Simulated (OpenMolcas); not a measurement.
**Geometry relaxation, with input and output: GeH$_{2}$ (part 1 of 4)**

- system: GeH$_{2}$, SMILES [GeH2]
- method: PBE0/def2-SVP, RKS (OpenMolcas 26.06)

The geometry comes from this level: PBE0-D4/def2-TZVP.

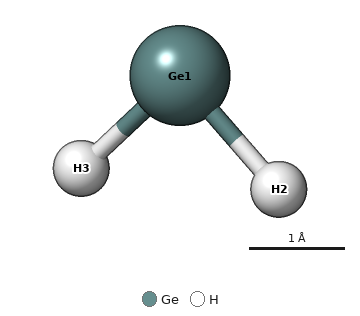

Fig. 1: The structure as given in the input (ball-and-stick view, seen at a tilt; atoms are numbered from 1 in the order of the input). Sticks mark near contacts.

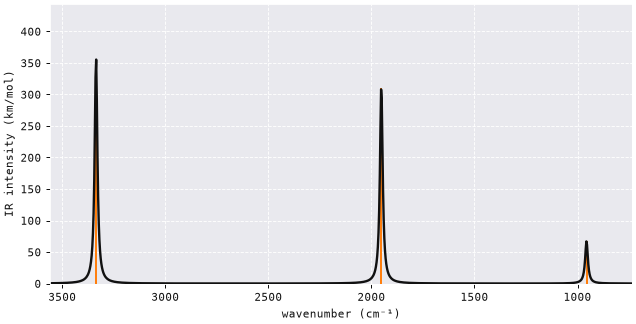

Fig. 2: Harmonic infrared spectrum, unscaled: sticks (degenerate modes added up, dark ones marked on the axis) with a Lorentzian envelope of 16 cm⁻¹ full width, scaled to the tallest stick. 3 modes from 956 to 3336 cm⁻¹, none imaginary. The strongest line is at 3336 cm⁻¹ (355 km/mol). All modes, in cm⁻¹ (km/mol): 956 (67), 1952 (311), 3336 (355).

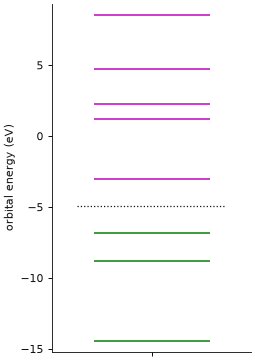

Fig. 3: Orbital energies near the frontier; the dotted line parts filled from empty levels, and levels within 0.02 eV of each other stand side by side. Highest filled −6.88 eV, lowest empty −3.02 eV, 3.86 eV apart.

The input that produced these results follows, with the program's output.

**The input**
```
* GeH2 Kohn-Sham DFT
>>> EXPORT MOLCAS_PRINT=2

&GATEWAY
 BasLib=$CurrDir
 BasisSet
 Ge.def2-SVP....
 Ge1 -0.570100 0.405100 -0.263700 angstrom
 End of Basis
 BasisSet
 H.def2-SVP....
 H2 0.783000 0.743600 0.509000 angstrom
 H3 -0.212900 -1.148700 -0.245300 angstrom
 End of Basis
>>> EXPORT MOLCAS_MAXITER=50
>>> Do While

&SEWARD

&SCF
 KSDFT=PBE0
 PrOrbitals=0

&SLAPAF
>>> EndDo
>>> COPY $Project.Opt.xyz $CurrDir/final.xyz
>>> COPY $Project.slapaf.h5 $CurrDir/final.slapaf.h5

&MCKINLEY
```

Command:
```bash
export MOLCAS_MEM=1860
pymolcas mol.inp > mol.log
```

**The program's output**
```
--- Start Module: gateway ---

                                              &GATEWAY

                       available to each process: 1.9 GB of memory, 1 thread

 Basis Set     1 Label: GE.DEF2-SVP....
 Basis set is read from library:.
 basistype.tbl is not found

 Basis Set     2 Label: H.DEF2-SVP....
 Basis set is read from library:.
 basistype.tbl is not found

++    Symmetry information:
      ---------------------

                    Character Table for C1

                             E
                    a        1  x, y, xy, Rz, z, xz, Ry, yz, Rx, I
--

++    Basis set information:
      ----------------------

      Basis set label: GE.DEF2-SVP.........

      Electronic valence basis set:
      ------------------
      Associated Effective Charge  32.000000 au
      Associated Actual Charge     32.000000 au
      Nuclear Model: Point charge

      Shell  nPrim  nBasis  Cartesian Spherical Contaminant
         s      14       5        X
         p      10       4        X
         d       6       3                 X

      Basis set label: H.DEF2-SVP.........

      Electronic valence basis set:
      ------------------
      Associated Effective Charge   1.000000 au
      Associated Actual Charge      1.000000 au
      Nuclear Model: Point charge

      Shell  nPrim  nBasis  Cartesian Spherical Contaminant
         s       4       2        X
         p       1       1        X
--

++    Molecular structure info:
      -------------------------

                    ************************************************
                    **** Cartesian Coordinates / bohr, angstrom ****
                    ************************************************

     Center  Label                x              y              z                     x              y              z
        1      GE1             -1.077333       0.765528      -0.498321             -0.570100       0.405100      -0.263700
        2      H2               1.479656       1.405200       0.961871              0.783000       0.743600       0.509000
        3      H3              -0.402323      -2.170728      -0.463550             -0.212900      -1.148700      -0.245300

                    ***************************************
                    *    InterNuclear Distances / bohr    *
                    ***************************************

               1 GE1           2 H2            3 H3
    1 GE1      0.000000
    2 H2       3.013226        0.000000
    3 H3       3.013047        4.284966        0.000000

                    *******************************************
                    *    InterNuclear Distances / angstrom    *
                    *******************************************

               1 GE1           2 H2            3 H3
    1 GE1      0.000000
    2 H2       1.594530        0.000000
    3 H3       1.594436        2.267506        0.000000
--

            Nuclear Potential Energy             21.47370202 au

--- Stop Module: gateway /rc=_RC_ALL_IS_WELL_ ---

>>> EXPORT MOLCAS_MAXITER = 50

--- Start Module: seward ---

                                              &SEWARD

                       available to each process: 1.9 GB of memory, 1 thread

               SEWARD will generate:
                  Multipole Moment integrals up to order  2
                  Kinetic Energy integrals
                  Nuclear Attraction integrals (point charge)
                  One-Electron Hamiltonian integrals
                  Velocity integrals
                  Orbital angular momentum around ( -1.0344   0.7350  -0.4785 )
                  Velocity quadrupole around ( -1.0344   0.7350  -0.4785 )
                  Two-Electron Repulsion integrals

                   Integrals are discarded if absolute value <: 1.00E-14
                   Integral cutoff threshold is set to       <: 1.00E-16

            Nuclear Potential Energy             21.47370202 au

      Basis set specifications :
      Symmetry species         a
      Basis functions           42

--- Stop Module: seward /rc=_RC_ALL_IS_WELL_ ---

--- Start Module: scf ---

                                                &SCF

                       available to each process: 1.9 GB of memory, 1 thread

 ###############################################################################
 ###     Minimized-density-differences option turned off!                    ###
 ###############################################################################
++    Input section:
      --------------

      Header of the integral files:

      Cartesian coordinates in angstrom:
      -----------------------------------------------------
      No.  Label        X            Y            Z
      -----------------------------------------------------
       1   GE1       -0.57010000   0.40510000  -0.26370000
       2   H2         0.78300000   0.74360000   0.50900000
       3   H3        -0.21290000  -1.14870000  -0.24530000
      -----------------------------------------------------
      Nuclear repulsion energy =   21.47370202
--

++    Orbital specifications:
      -----------------------

      Symmetry species               1
                                     a
      Frozen orbitals                0
      Occupied orbitals             17
      Secondary orbitals            25
      Deleted orbitals               0
      Total number of orbitals      42
      Number of basis functions     42
--

      Molecular charge                           0.000

      Numerical integration parameters
      --------------------------------
      Radial quadrature type:                         MHL
      Size of radial grid:                            75
      Lebedev angular grid:                           29
      Angular grid pruned with the crowding factor:  3.00E+00
                                 and fading factor:  6.00E+00
      Screening threshold for integral computation:   1.00E-11
      Radial quadrature accuracy:                     1.00E-25
      Maximum batch size:                             128
      AO values are stored on disk
      The same grid will be used for all iterations.

      DFT functional specifications
      -----------------------------
      Using Libxc version: 6.2.2
      Please cite the following reference:
      S. Lehtola, C. Steigemann, M. J.T. Oliveira, and M. A.L. Marques.,  SoftwareX 7, 1–5 (2018) doi:10.1016/j.softx.2017.11.002

      * PBEH (PBE0)

++    Optimization specifications:
      ----------------------------

      SCF Algorithm: Conventional
      D(i)-D(i-1) density differences are used
      Number of density matrices in core                 5
      Maximum number of NDDO SCF iterations            400
      Maximum number of HF SCF iterations              400
      Threshold for SCF energy change             1.00E-09
      Threshold for density matrix                1.00E-04
      Threshold for Fock matrix                   1.50E-04
      Threshold for linear dependence             1.00E-09
      Threshold at which DIIS is turned on        1.50E-01
      Maximum depth in the DIIS procedure                5
      Maximum depth in the BFGS Hessian update          30
      Threshold at which QNR/C2DIIS is turned on  7.50E-02
      Threshold for Norm(delta) (QNR/C2DIIS)      1.00E-03
      All orbitals punched on: SCFORB
--

      Input vectors read from INPORB
      Orbital file label: *Guess orbitals

++ Convergence information
                                   PBE0       iterations: Energy and convergence statistics

Iter     Tot. PBE0       One-elec.       Two-elec.     Energy      Max Dij or  Max Fij      DNorm      TNorm      AccCon     Time
         Energy          Energy          Energy        Change      Delta Norm                                                in Sec.

 The total and one-electron energies are shifted by a value of      2000. a.u.

   1   -77.546555817  -996.853948894   897.833691054   0.00E+00    2.49E-01*   1.98E-01*    9.85E+00   2.81E+02   None         0.
   2   -77.607516689  -998.622464302   899.541245591  -6.10E-02*   9.14E-02*   2.16E-02*    9.71E-01   2.81E+02   EDIIS        0.
   3   -77.612287871  -997.624366625   898.538376732  -4.77E-03*   1.18E-02*   6.72E-03*    5.08E-01   2.81E+02   c2DIIS       0.
   4   -77.613447913  -998.096235595   899.009085660  -1.16E-03*   7.36E-03*   1.87E-03*    5.08E-02   2.81E+02   QNRc2DIIS    0.
   5   -77.613461224  -997.876203071   898.789039824  -1.33E-05*   2.84E-03*   1.41E-03*    3.82E-02   2.81E+02   QNRc2DIIS    0.
   6   -77.613479783  -998.008543460   898.921361654  -1.86E-05*   3.12E-04    3.14E-04*    1.50E-02   2.81E+02   QNRc2DIIS    0.
   7   -77.613480108  -997.990227875   898.903045744  -3.25E-07*   3.64E-05    2.72E-05     1.37E-03   2.81E+02   QNRc2DIIS    0.
   8   -77.613480111  -997.991283576   898.904101442  -2.87E-09*   4.33E-06    1.85E-06     2.64E-04   2.81E+02   QNRc2DIIS    0.
   9   -77.613480111  -997.991312072   898.904129938  -3.87E-11    1.70E-07    6.80E-08     2.02E-05   2.81E+02   QNRc2DIIS    0.

       Convergence after   9 Iterations
--

 *****************************************************************************************************************************
 *                                             SCF/KS-DFT Program, Final results                                             *
 *                                                       Final Results                                                       *
 *****************************************************************************************************************************

::    Total KS-DFT energy                           -2077.6134801107
      One-electron energy                           -2997.9913120717
      Two-electron energy                             898.9041299380
      Nuclear repulsion energy                         21.4737020230
      Kinetic energy (interpolated)                  2074.9940765025
      Virial theorem                                    1.0012623668
      Total spin, S(S+1)                                0.0000000000
      Total spin, S                                     0.0000000000
      Max non-diagonal density matrix element           0.0000001855
      Max non-diagonal Fock matrix element              0.0000000102

      No orbitals printed

++    Molecular charges:
      ------------------

      Mulliken charges per centre
      ---------------------------

                GE1     H2      H3
      Total   31.8107  1.0947  1.0946

      N-E      0.1893 -0.0947 -0.0946

      Total electronic charge=   34.000000

      Total            charge=   -0.000000
--

++    Molecular properties:
      ---------------------

      Charge (e):
                      =   -0.0000
      Dipole Moment (debye):
      Origin of the operator (angstrom)=   -0.5474    0.3890   -0.2532
                   X=  1.2899E-02               Y= -9.3887E-03               Z=  5.9413E-03           Total=  1.7024E-02
      Quadrupole Moment (debye*angstrom):
      Origin of the operator (angstrom)=   -0.5474    0.3890   -0.2532
                  XX= -2.0492E+01              XY=  8.9776E-01              XZ= -2.2963E+00              YY= -2.0972E+01
                  YZ= -6.5705E-02              ZZ= -1.7329E+01
      In traceless form (debye*angstrom)
                  XX= -1.3420E+00              XY=  1.3466E+00              XZ= -3.4444E+00              YY= -2.0609E+00
                  YZ= -9.8558E-02              ZZ=  3.4030E+00
--

--- Stop Module: scf /rc=_RC_ALL_IS_WELL_ ---

--- Start Module: slapaf ---

                                              &SLAPAF

                       available to each process: 1.9 GB of memory, 1 thread

--- Stop Module: slapaf /rc=_RC_INVOKED_OTHER_MODULE_ ---

--- Start Module: alaska ---

                                              &ALASKA

                       available to each process: 1.9 GB of memory, 1 thread

                     Threshold for contributions to the gradient: 1.000E-07

                    ********************************************
                    * Symmetry Adapted Cartesian Displacements *
                    ********************************************

           Irreducible representation : a
           Basis function(s) of irrep: x, y, xy, Rz, z, xz, Ry, yz, Rx, I

 Basis Label        Type   Center Phase
   1   GE1          x         1     1
   2   GE1          y         1     1
   3   GE1          z         1     1
   4   H2           x         2     1
   5   H2           y         2     1
   6   H2           z         2     1
   7   H3           x         3     1
   8   H3           y         3     1
   9   H3           z         3     1

                     No automatic utilization of translational and rotational invariance of the energy is employed.

 DFT contribution computed for a moving grid.

 Conventional ERI gradients!

 **************************************************
 *              Molecular gradients               *
 **************************************************

  Irreducible representation: a
 ------------------------------------------------------------------------------------------
                              X                       Y                       Z
 ------------------------------------------------------------------------------------------
  GE1               3.33702184228457E-04   -3.48845298257849E-04    1.41735697735346E-04
  H2               -3.02200146434117E-04   -1.78685193185313E-04   -1.84216780442892E-04
  H3               -3.15020377956721E-05    5.27530491425843E-04    4.24810827143116E-05
 ------------------------------------------------------------------------------------------

--- Stop Module: alaska /rc=_RC_ALL_IS_WELL_ ---

--- Start Module: slapaf ---

                                              &SLAPAF

                       available to each process: 1.9 GB of memory, 1 thread

++       Slapaf input parameters:
         ------------------------

 Maximum number of iterations:                50
 Convergence test a la Schlegel.
 Convergence criterion on gradient/para.<=: 3.0E-04
 Convergence criterion on step/parameter<=: 3.0E-04
 Convergence criterion on energy change <=: 0.0E+00
 Parameters for step-restricted optimization
 Maximum step length (initial seed):       3.00E-01

 -RFO activated with parameters:
   Maximum number of data points used in RFO:      5
 Line search is performed

 -Optimization for minimum.
  Optimization method: RS-RFO.

 -Initial Hessian guessed by Hessian Model Function (HMF).
  HMF augmented with weak interactions.

 -Hessian update method: Broyden-Fletcher-Goldfarb-Shanno
  Maximum number of points in Hessian update:  5

 -Relaxation will be done on non-redundant internal coordinates, based on
  force constant weighted redundant internal coordinates.

--
```
